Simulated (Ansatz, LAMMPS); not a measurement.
# Relaxing glassy 74P2O5-13Na2O-13CaO (mol %) (134 atoms), part 2 of 3

Wanted: the relaxed structure of glassy 74P2O5-13Na2O-13CaO (mol %) (134 atoms) and its electronic structure.

Ansatz 0.2.0; Kohn-Sham DFT, revPBE, PAW (set soft_2), plane waves.

The cell: 34 P, 6 Na, 3 Ca and 91 O. The quench rate of 500 K/ps is orders of magnitude faster than experiment. The starting topology of bonds comes from the classical model. The Brillouin zone is sampled at Γ only, in a cell whose shortest periodic width is 12 Å.

So far. Step 3 (Single point at the start): The r.m.s. force component of 1.8 eV/Å and the pressure of 4.4 GPa set the starting point.

## Step 4: Relaxation

The atoms are relaxed in the fixed cell, aiming at the force tolerance of the input.

Contents of input.yaml:

```yaml
crystal:
  lattice:
    - [12.33828, 0.0, 0.0]
    - [0.0, 12.33828, 0.0]
    - [0.0, 0.0, 12.33828]
  atoms:
    [... the 134 atom lines of step 3 ...]
kpoints:
  mp_grid: { grid: [1, 1, 1] }
hamiltonian:
  xc: revpbe
scf:
  occupations: { method: fixed }
output:
  forces: true
relax:
  f_tol: 0.03
  max_steps: 191
```

The run is started by

```console
> ansatz run input.yaml --threads 4 --pin off --max-ram 8192MiB --backend cpu --events-out ev --progress --plain --runs-dir out
```

Numbers of over 12 decimals in the logs are rounded to 6 here.

Output:

```text
[...]
Crystal: 134 atoms, lattice volume = 1878.295 Å³
Basis set: ecut = 420 eV, 36785 PW (Γ), exchange–correlation on 180×180×180 points (8 copies of the dense FFT grid, shifted against one another)
Bands: 534, of which v1, the nominal top of the filled ones, is band 400 counted from 1 (399 counted from 0)
Symmetry: 1 space group operations
[...]
k-points: 1
[...]
SCF iter   1: F=—  HF=-91936.377527 eV  |F-HF|=—  |Δ(HF+E_count)|=         —  Δρ=8.27e-3  dr2=1.79e0  ethr=1.77e-3  ⟨swp⟩=8.0  Hψ=1960  notcnv=0  defer=132
[...]
SCF iter   3: F=—  HF=-91935.902823 eV  |F-HF|=—  |Δ(HF+E_count)|=   5.11e-2  Δρ=1.71e-3  dr2=8.49e-2  ethr=3.54e-5  ⟨swp⟩=3.0  Hψ=850  notcnv=0  defer=124
automatic band count: iteration 3 solves 526 bands in place of 534: the levels show a gap, and the empty bands left out lie too high to hold charge; the band table lists the bands solved (type scf.n_extra_bands for more)
SCF iter   4: F=—  HF=-91935.888070 eV  |F-HF|=—  |Δ(HF+E_count)|=   1.48e-2  Δρ=9.66e-4  dr2=1.74e-2  ethr=1.06e-5  ⟨swp⟩=4.0  Hψ=726  notcnv=0  defer=124
[...]
SCF iter   9: F=-91935.891733 eV  HF=-91935.891733 eV  |F-HF|=6.45e-7  |Δ(HF+E_count)|=   2.30e-6  Δρ=1.29e-5  dr2=4.75e-6  ethr=2.81e-9  ⟨swp⟩=6.0  Hψ=1609  notcnv=0
SCF 1 converged in 9 iterations: F = -91935.891733 eV  dr2 = 4.75e-6
[...]
relax step   1: F+E_penalty+E_count = -91935.89173268 eV  Δ(F+E_penalty+E_count) = +0.000e0 eV  max|allowed force component| = 6.745e0 eV/Å  Δτ_max = 0.0000 Å  (9 SCF iters, dr2 threshold 2.25e-5 eV, accepted)
[... from here on, the SCF cycles and remarks between the steps are left out ...]
relax step   2: F+E_penalty+E_count = -91942.93146148 eV  Δ(F+E_penalty+E_count) = -7.040e0 eV  max|allowed force component| = 4.840e0 eV/Å  Δτ_max = 0.1949 Å  (7 SCF iters, dr2 threshold 1.00e-4 eV, accepted)
relax step   3: F+E_penalty+E_count = -91950.37915797 eV  Δ(F+E_penalty+E_count) = -7.448e0 eV  max|allowed force component| = 1.555e0 eV/Å  Δτ_max = 0.1949 Å  (8 SCF iters, dr2 threshold 1.00e-4 eV, accepted)
relax step   4: F+E_penalty+E_count = -91952.10970032 eV  Δ(F+E_penalty+E_count) = -1.731e0 eV  max|allowed force component| = 1.126e0 eV/Å  Δτ_max = 0.1933 Å  (8 SCF iters, dr2 threshold 1.00e-4 eV, accepted)
relax step   5: F+E_penalty+E_count = -91953.09362139 eV  Δ(F+E_penalty+E_count) = -9.839e-1 eV  max|allowed force component| = 8.065e-1 eV/Å  Δτ_max = 0.1406 Å  (7 SCF iters, dr2 threshold 1.00e-4 eV, accepted)
relax step   6: F+E_penalty+E_count = -91953.88187276 eV  Δ(F+E_penalty+E_count) = -7.883e-1 eV  max|allowed force component| = 7.218e-1 eV/Å  Δτ_max = 0.1944 Å  (8 SCF iters, dr2 threshold 1.00e-4 eV, accepted)
relax step   7: F+E_penalty+E_count = -91954.52253941 eV  Δ(F+E_penalty+E_count) = -6.407e-1 eV  max|allowed force component| = 7.862e-1 eV/Å  Δτ_max = 0.2000 Å  (7 SCF iters, dr2 threshold 1.00e-4 eV, accepted)
relax step   8: F+E_penalty+E_count = -91955.04390566 eV  Δ(F+E_penalty+E_count) = -5.214e-1 eV  max|allowed force component| = 4.800e-1 eV/Å  Δτ_max = 0.1950 Å  (7 SCF iters, dr2 threshold 1.00e-4 eV, accepted)
relax step   9: F+E_penalty+E_count = -91955.48020642 eV  Δ(F+E_penalty+E_count) = -4.363e-1 eV  max|allowed force component| = 5.221e-1 eV/Å  Δτ_max = 0.2000 Å  (7 SCF iters, dr2 threshold 8.59e-5 eV, accepted)
relax step  10: F+E_penalty+E_count = -91955.86336881 eV  Δ(F+E_penalty+E_count) = -3.832e-1 eV  max|allowed force component| = 4.160e-1 eV/Å  Δτ_max = 0.1953 Å  (6 SCF iters, dr2 threshold 1.00e-4 eV, accepted)
relax step  11: F+E_penalty+E_count = -91956.20544209 eV  Δ(F+E_penalty+E_count) = -3.421e-1 eV  max|allowed force component| = 7.480e-1 eV/Å  Δτ_max = 0.1959 Å  (6 SCF iters, dr2 threshold 1.00e-4 eV, accepted)
relax step  12: F+E_penalty+E_count = -91956.58817125 eV  Δ(F+E_penalty+E_count) = -3.827e-1 eV  max|allowed force component| = 7.440e-1 eV/Å  Δτ_max = 0.1950 Å  (6 SCF iters, dr2 threshold 1.00e-4 eV, accepted)
relax step  13: F+E_penalty+E_count = -91956.97096736 eV  Δ(F+E_penalty+E_count) = -3.828e-1 eV  max|allowed force component| = 6.770e-1 eV/Å  Δτ_max = 0.1978 Å  (7 SCF iters, dr2 threshold 1.00e-4 eV, accepted)
relax step  14: F+E_penalty+E_count = -91957.37973239 eV  Δ(F+E_penalty+E_count) = -4.088e-1 eV  max|allowed force component| = 5.043e-1 eV/Å  Δτ_max = 0.1925 Å  (7 SCF iters, dr2 threshold 1.00e-4 eV, accepted)
relax step  15: F+E_penalty+E_count = -91957.68247131 eV  Δ(F+E_penalty+E_count) = -3.027e-1 eV  max|allowed force component| = 4.740e-1 eV/Å  Δτ_max = 0.1956 Å  (7 SCF iters, dr2 threshold 1.00e-4 eV, accepted)
relax step  16: F+E_penalty+E_count = -91957.93596719 eV  Δ(F+E_penalty+E_count) = -2.535e-1 eV  max|allowed force component| = 7.403e-1 eV/Å  Δτ_max = 0.1946 Å  (7 SCF iters, dr2 threshold 1.00e-4 eV, accepted)
relax step  17: F+E_penalty+E_count = -91958.10139507 eV  Δ(F+E_penalty+E_count) = -1.654e-1 eV  max|allowed force component| = 5.563e-1 eV/Å  Δτ_max = 0.1946 Å  (7 SCF iters, dr2 threshold 1.00e-4 eV, accepted)
[...]
relax step  24: F+E_penalty+E_count = -91958.66774224 eV  Δ(F+E_penalty+E_count) = +3.755e-2 eV  max|allowed force component| = 5.750e-1 eV/Å  Δτ_max = 0.2000 Å  (7 SCF iters, dr2 threshold 1.00e-4 eV, rejected (line search))
relax step  25: F+E_penalty+E_count = -91958.82026041 eV  Δ(F+E_penalty+E_count) = -1.150e-1 eV  max|allowed force component| = 1.955e-1 eV/Å  Δτ_max = 0.0972 Å  (10 SCF iters, accepted)
relax step  26: F+E_penalty+E_count = -91958.84379133 eV  Δ(F+E_penalty+E_count) = -2.353e-2 eV  max|allowed force component| = 1.712e-1 eV/Å  Δτ_max = 0.0657 Å  (7 SCF iters, dr2 threshold 4.82e-6 eV, accepted)
[...]
relax step  71: F+E_penalty+E_count = -91962.51654295 eV  Δ(F+E_penalty+E_count) = +2.256e-2 eV  max|allowed force component| = 3.120e-1 eV/Å  Δτ_max = 0.1345 Å  (8 SCF iters, dr2 threshold 1.69e-6 eV, rejected (line search))
relax step  72: F+E_penalty+E_count = -91962.54813983 eV  Δ(F+E_penalty+E_count) = -9.036e-3 eV  max|allowed force component| = 5.036e-2 eV/Å  Δτ_max = 0.0518 Å  (9 SCF iters, accepted)
relax step  73: F+E_penalty+E_count = -91962.54941440 eV  Δ(F+E_penalty+E_count) = -1.275e-3 eV  max|allowed force component| = 4.022e-2 eV/Å  Δτ_max = 0.0195 Å  (7 SCF iters, accepted)
relax step  74: F+E_penalty+E_count = -91962.55073141 eV  Δ(F+E_penalty+E_count) = -1.317e-3 eV  max|allowed force component| = 2.954e-2 eV/Å  Δτ_max = 0.0213 Å  (7 SCF iters, accepted)
relax step  75: F+E_penalty+E_count = -91962.55235185 eV  Δ(F+E_penalty+E_count) = -1.620e-3 eV  max|allowed force component| = 3.479e-2 eV/Å  Δτ_max = 0.0498 Å  (8 SCF iters, accepted)
relax step  76: F+E_penalty+E_count = -91962.55276029 eV  Δ(F+E_penalty+E_count) = -4.084e-4 eV  max|allowed force component| = 6.061e-2 eV/Å  Δτ_max = 0.0360 Å  (8 SCF iters, accepted)
[...]
relax step  79: F+E_penalty+E_count = -91962.55710624 eV  Δ(F+E_penalty+E_count) = -1.993e-3 eV  max|allowed force component| = 1.360e-1 eV/Å  Δτ_max = 0.1208 Å  (9 SCF iters, accepted)
[...]
relax step  81: F+E_penalty+E_count = -91962.56022811 eV  Δ(F+E_penalty+E_count) = -1.676e-3 eV  max|allowed force component| = 7.806e-2 eV/Å  Δτ_max = 0.0678 Å  (9 SCF iters, accepted)
relax step  82: F+E_penalty+E_count = -91962.56279347 eV  Δ(F+E_penalty+E_count) = -2.565e-3 eV  max|allowed force component| = 1.295e-1 eV/Å  Δτ_max = 0.0418 Å  (8 SCF iters, accepted)
[...]
relax step 102: F+E_penalty+E_count = -91963.01022715 eV  Δ(F+E_penalty+E_count) = -1.199e-2 eV  max|allowed force component| = 1.061e-1 eV/Å  Δτ_max = 0.0652 Å  (7 SCF iters, dr2 threshold 1.54e-5 eV, accepted)
relax step 103: F+E_penalty+E_count = -91963.01998078 eV  Δ(F+E_penalty+E_count) = -9.754e-3 eV  max|allowed force component| = 9.071e-2 eV/Å  Δτ_max = 0.0498 Å  (7 SCF iters, dr2 threshold 4.23e-6 eV, accepted)
relax step 104: F+E_penalty+E_count = -91963.02636749 eV  Δ(F+E_penalty+E_count) = -6.387e-3 eV  max|allowed force component| = 7.503e-2 eV/Å  Δτ_max = 0.0458 Å  (6 SCF iters, dr2 threshold 3.09e-6 eV, accepted)
relax step 105: F+E_penalty+E_count = -91963.03373905 eV  Δ(F+E_penalty+E_count) = -7.372e-3 eV  max|allowed force component| = 9.546e-2 eV/Å  Δτ_max = 0.0662 Å  (7 SCF iters, dr2 threshold 3.85e-6 eV, accepted)
relax step 106: F+E_penalty+E_count = -91963.03967962 eV  Δ(F+E_penalty+E_count) = -5.941e-3 eV  max|allowed force component| = 8.141e-2 eV/Å  Δτ_max = 0.0737 Å  (7 SCF iters, dr2 threshold 6.23e-6 eV, accepted)
relax step 107: F+E_penalty+E_count = -91963.04494357 eV  Δ(F+E_penalty+E_count) = -5.264e-3 eV  max|allowed force component| = 6.323e-2 eV/Å  Δτ_max = 0.0353 Å  (6 SCF iters, dr2 threshold 4.82e-6 eV, accepted)
relax step 108: F+E_penalty+E_count = -91963.04955245 eV  Δ(F+E_penalty+E_count) = -4.609e-3 eV  max|allowed force component| = 5.275e-2 eV/Å  Δτ_max = 0.0203 Å  (6 SCF iters, dr2 threshold 2.41e-6 eV, accepted)
relax step 109: F+E_penalty+E_count = -91963.05201611 eV  Δ(F+E_penalty+E_count) = -2.464e-3 eV  max|allowed force component| = 3.372e-2 eV/Å  Δτ_max = 0.0157 Å  (6 SCF iters, dr2 threshold 1.68e-6 eV, accepted)
relax step 110: F+E_penalty+E_count = -91963.05335952 eV  Δ(F+E_penalty+E_count) = -1.343e-3 eV  max|allowed force component| = 3.194e-2 eV/Å  Δτ_max = 0.0159 Å  (8 SCF iters, accepted)
relax step 111: F+E_penalty+E_count = -91963.05425203 eV  Δ(F+E_penalty+E_count) = -8.925e-4 eV  max|allowed force component| = 2.566e-2 eV/Å  Δτ_max = 0.0113 Å  (7 SCF iters, accepted)
SCF converged after 7 iterations
Free energy (F): -91963.054252 eV
[...]
Internal energy: -91963.054252 eV  (E = F + TS)
E sigma→0 (E₀):  -91963.054252 eV
Fermi energy:    2.885198 eV
[...]
--- Forces (eV/Å), atoms counted from 1 ---
  atom   1  P      0.01072317    -0.00923680    -0.01340020
  atom   2  P     -0.00373475    -0.01188996     0.01907473
  atom   3  P      0.01977959    -0.01765928     0.02566272
  atom   4  P     -0.01161458     0.00940814     0.01404804
  atom   5  P      0.00322482     0.00463531     0.01595970
  atom   6  P      0.00081882     0.00173219    -0.00750520
  atom   7  P     -0.00299594    -0.00010562    -0.00868485
  atom   8  P     -0.00037833     0.00335874     0.00997588
  atom   9  P      0.00583576     0.02148101    -0.00616751
  atom  10  P      0.00043188     0.00850729     0.00408569
  atom  11  P     -0.00927154     0.02423956     0.00613251
  atom  12  P     -0.00871420     0.00508675    -0.01328706
  atom  13  P     -0.00753636     0.00522795     0.01299846
  atom  14  P      0.00234390    -0.01058560     0.00024819
[...]
atom 133  O      0.00180265    -0.00035087     0.00142206
  atom 134  O     -0.00635384     0.00115893     0.00133059
  max |Σ_I F_I| component: 1.18e-4 eV/Å
--- Relaxed structure (111 steps of the walk, 109 accepted, 0 SCFs on fresh bases) ---
  F+E_penalty+E_count = -91963.05425203 eV   max|allowed force component| = 2.566e-2 eV/Å
  atoms:
    - { symbol: P, position: [0.316102, 0.921410, 0.242437] }
    - { symbol: P, position: [0.037011, 0.906044, 0.598073] }
    - { symbol: P, position: [0.335562, 0.710193, -0.064602] }
    - { symbol: P, position: [0.030155, 0.660511, 0.636554] }
[...]
- { symbol: O, position: [0.817380, 0.582807, 0.370408] }
```

It took 40 min on 4 threads of Arm Neoverse V2, shared host; peak memory 2.6 GiB; 2.6 h of CPU time.

Relaxation path (22 of 111):

```
step  energy less that of the first step (eV)  largest force component (eV/Å)
   1                                   0.0000                          6.7450
   6                                 -17.9901                          0.7218
  11                                 -20.3137                          0.7480
  17                                 -22.2097                          0.5563
  22                                 -22.7447                          0.5532
  27                                 -22.9763                          0.1542
  32                                 -23.0856                          0.2115
  38                                 -23.3669                          0.4050
  43                                 -24.0088                          0.6108
  48                                 -24.7461                          1.4037
  53                                 -25.3789                          0.4480
  59                                 -26.1520                          0.2493
  64                                 -26.4924                          0.2695
  69                                 -26.6341                          0.2556
  74                                 -26.6590                          0.0295
  80                                 -26.6668                          0.0471
  85                                 -26.6791                          0.0641
  90                                 -26.7059                          0.1511
  95                                 -26.9345                          0.2989
 101                                 -27.1065                          0.1730
 106                                 -27.1479                          0.0814
 111                                 -27.1625                          0.0257
```

Relaxation steps 24, 71 were tried and not accepted.

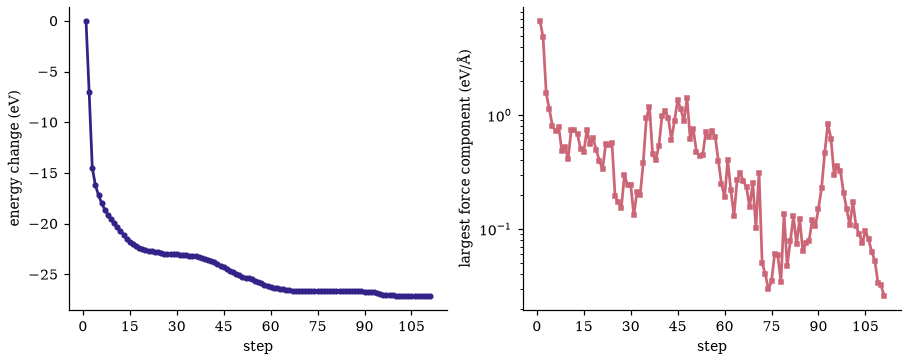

Energy and largest force along the relaxation.

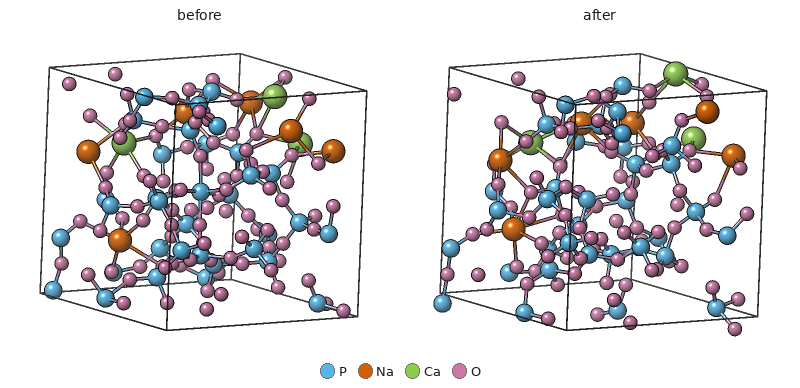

The structure before and after the relaxation, drawn at the same scale. Bonds to atoms that aren't drawn are left out.

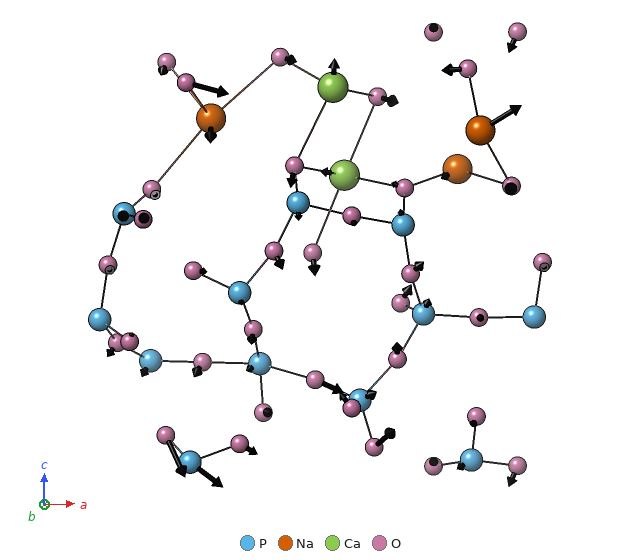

Displacements in the relaxation, scaled; the longest in the cell stands for 3.41 Å. Drawn is a slice 4 Å thick, seen along the normal of the ac plane. Bonds to atoms that aren't drawn are left out.

The atoms that moved most (Å):

```
atom      dx      dy      dz  length
 O81   1.092  -2.014  -2.529   3.412
O130   2.722   0.589  -0.793   2.896
O107   1.137  -2.192   1.300   2.791
Na36   2.287  -0.521   1.456   2.761
 O52   1.512   0.581   2.053   2.615
 O61   0.498   1.878   1.609   2.522
  P3   1.893  -0.441  -1.436   2.416
Ca43  -1.567   1.487  -0.333   2.186
```

The relaxation changed the energy by -203 meV/atom, and atoms moved by 1.2 Å r.m.s., 3.4 Å at most.

## Step 5: Distances and neighbours after relaxation

Bonds before and after, by the cutoffs listed below:

```
pair  bonds before  bonds after  mean before (Å)  mean after (Å)  spread before (Å)  spread after (Å)
 O-P           141          136            1.560           1.576              0.072             0.083
O-Na            26           32            2.490           2.479              0.233             0.180
```

Density 2.45 g/cm³, 14.02 Å³ an atom.

g(r), total and by pair (bins of 0.2 Å):

```
r (Å)  total   O-O   O-P  O-Na  O-Ca   P-P  P-Na
 1.40   1.42  0.00  4.12  0.00  0.00  0.00  0.00
 1.60   2.85  0.00  8.29  0.00  0.00  0.00  0.00
 1.80   0.30  0.00  0.87  0.00  0.00  0.00  0.00
 2.00   0.00  0.00  0.00  0.00  0.00  0.00  0.00
 2.20   0.12  0.00  0.00  1.10  1.64  0.00  0.00
 2.40   0.90  1.19  0.00  3.83  3.87  0.00  0.00
 2.60   2.27  4.60  0.00  1.61  1.70  0.00  0.00
 2.80   0.57  0.84  0.12  0.54  1.04  0.96  0.00
 3.00   0.85  0.86  0.29  0.30  0.31  4.72  0.40
 3.20   0.85  0.80  0.96  0.41  0.53  0.78  1.76
 3.40   0.89  0.80  1.25  0.12  0.24  0.11  1.92
 3.60   0.97  0.75  1.30  0.74  0.62  0.00  2.52
 3.80   0.91  0.57  1.42  0.67  0.94  0.27  1.78
 4.00   1.20  0.72  1.98  0.94  0.85  0.80  0.90
 4.20   1.05  0.87  1.26  1.31  1.27  1.03  0.83
 4.40   0.99  1.07  0.81  1.20  1.42  1.12  0.57
 4.60   1.01  1.21  0.63  1.63  0.64  1.59  0.34
 4.80   1.17  1.36  0.79  1.60  1.20  1.46  0.95
 5.00   1.08  1.28  0.73  1.33  1.43  1.29  0.59
 5.20   0.99  1.04  0.96  0.86  0.72  1.10  1.22
 5.40   0.94  0.96  0.89  0.60  1.12  1.21  1.63
 5.60   0.88  0.78  1.03  0.65  0.87  0.91  1.52
 5.80   1.11  1.07  1.29  0.77  0.49  0.96  1.10
 6.00   0.91  0.77  1.10  0.80  0.69  0.90  0.91
```

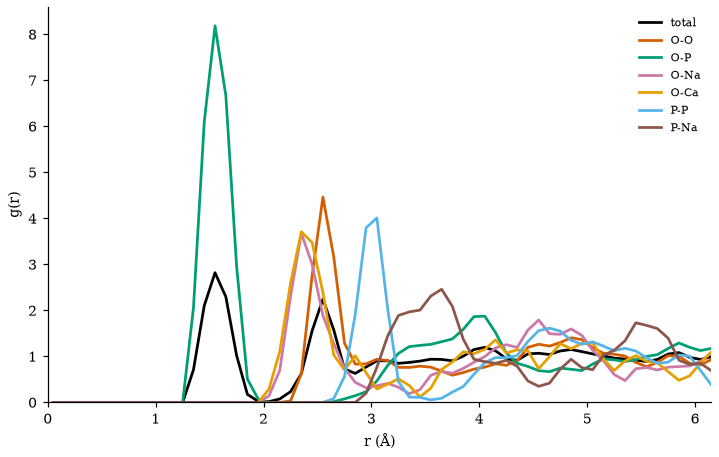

Pair distribution functions, lightly smoothed.

Bonds by pair of elements; cutoffs follow the first minimum of g(r), held within bounds set by covalent radii, and pairs that aren't listed don't count as bonded:

```
pair A-B  cutoff (Å)  bonds  mean length (Å)  spread (Å)  shortest (Å)  B about A  A about B
     O-P        2.11    136             1.58       0.083          1.45       1.50          4
    O-Na        2.98     32             2.48        0.18          2.18      0.352       5.33
    O-Ca        2.83     17             2.44       0.157          2.20      0.187       5.67
```

The cutoff for O-Ca falls short of the minimum of g(r), so counts run low and odd coordinations can be artefacts.

How many atoms have how many bonded neighbours:

```
element  mean   1   2   3   4  5  6  7
     Ca  5.67   0   0   0   0  2  0  1
     Na  5.33   0   0   0   1  2  3  0
      O  2.03  13  64  12   2  0  0  0
      P     4   0   0   0  34  0  0  0
```

Bond angles, per cent of each kind in bins of 5°:

```
angle (°)  O-P-O  O-Na-O  P-O-P  O-Ca-O  Na-O-P
    55–60    0.0     4.2    0.0     0.0     0.0
    60–65    0.0     2.8    0.0     4.9     0.0
    65–70    0.0     5.6    0.0     4.9     0.0
    70–75    0.0     5.6    0.0     7.3     0.0
    75–80    0.0     7.0    0.0    22.0     0.0
    80–85    0.0     8.5    0.0     9.8     0.0
    85–90    0.0     7.0    0.0     2.4     2.9
    90–95    1.5     8.5    0.0     0.0     8.6
   95–100    8.8     5.6    0.0     7.3     8.6
  100–105   17.2     2.8    0.0     2.4     2.9
  105–110   29.9     7.0    0.0     4.9     2.9
  110–115   23.5     1.4    2.2     7.3     5.7
  115–120   11.8     5.6    4.4     0.0     8.6
  120–125    4.9     2.8    8.9     4.9     8.6
  125–130    2.5     0.0   13.3     0.0    11.4
  130–135    0.0     2.8   20.0     4.9     0.0
  135–140    0.0     4.2   15.6     0.0     5.7
  140–145    0.0     4.2   17.8     4.9     8.6
  145–150    0.0     2.8    4.4     0.0     5.7
  150–155    0.0     7.0    8.9     4.9     5.7
  155–160    0.0     1.4    2.2     2.4    11.4
  160–165    0.0     2.8    2.2     2.4     2.9
  165–170    0.0     0.0    0.0     2.4     0.0
```

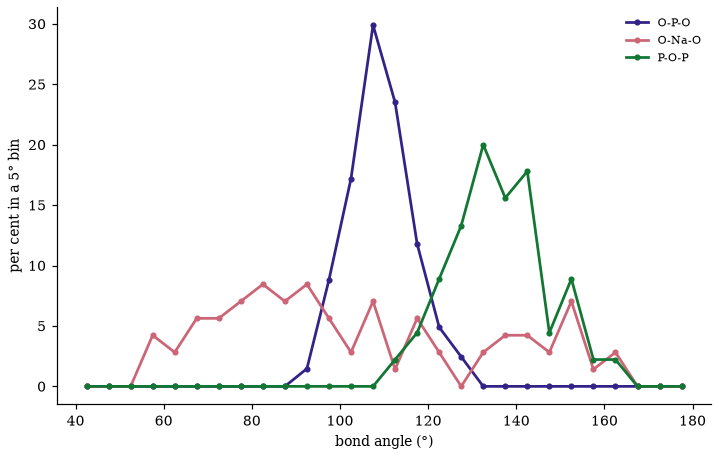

Distributions of the most common bond angles.

Bond angles (no mean is given where the spread exceeds 20°):

```
 angle  count  mean (°)  spread (°)
 O-P-O    204       109         7.1
O-Na-O     71         -           -
 P-O-P     45       136        10.7
O-Ca-O     41         -           -
Na-O-P     35         -           -
```

Oxygen atoms by the number of network formers (Si, P, Ge, B, Al, As, Ga) bound to them:

```
network formers bound to O  O atoms  per cent
                         0        0         0
                         1       46      50.5
                         2       45      49.5
```

Network units: each former by its oxygen neighbours and how many of them bridge to another former:

```
former  O neighbours  bridging O  atoms
     P             4           1      1
     P             4           2     12
     P             4           3     19
     P             4           4      2
```

Bond length by coordination (bonds to H left out):

```
element  coordination  atoms  mean bond length (Å)
     Ca             5      2                  2.43
     Ca             7      1                  2.46
     Na             4      1                  2.44
     Na             5      2                  2.45
     Na             6      3                  2.51
      O             1     13                  1.46
      O             2     64                  1.73
      O             3     12                  2.10
      O             4      2                  2.32
```

Rings of the network by King's shortest-path rule, up to 12 atoms, one path for each pair of neighbours; H, halogens, alkali and alkaline-earth atoms are left out, and the last column divides by all other atoms, bonded or not:

```
ring size (atoms)  rings  per network atom
                8      2             0.016
               10      2             0.016
               12      2             0.016
```

First main peaks of g(r), for some of the pairs, lie near 2.6 Å (O-O), 1.6 Å (O-P), 2.4 Å (O-Na), 2.4 Å (O-Ca), 3.0 Å (P-P) and 3.7 Å (P-Na). The O-P-O angle averages 109° with a spread of 7°. 50 % of the oxygens bridge two formers (P) and 50 % are non-bridging. The commonest P unit has 4 oxygens, 3 of them shared with other formers (19 of 34 atoms). Rings of 8, 10 and 12 atoms are the most common (33 % each of those counted); sizes run from 8 to 12, where the search stops.

(Continued in part 3 of 3.)

[Logs are printed without paths, hosts, clocks, repeated set-up lines and the standing remarks that a program may print on its own settings, such as how far it seeks lower states.]

[Hosts, paths, dates, database ids (printed as entryN), source tags and the programs' standing remarks are cut or masked in the printed files.]
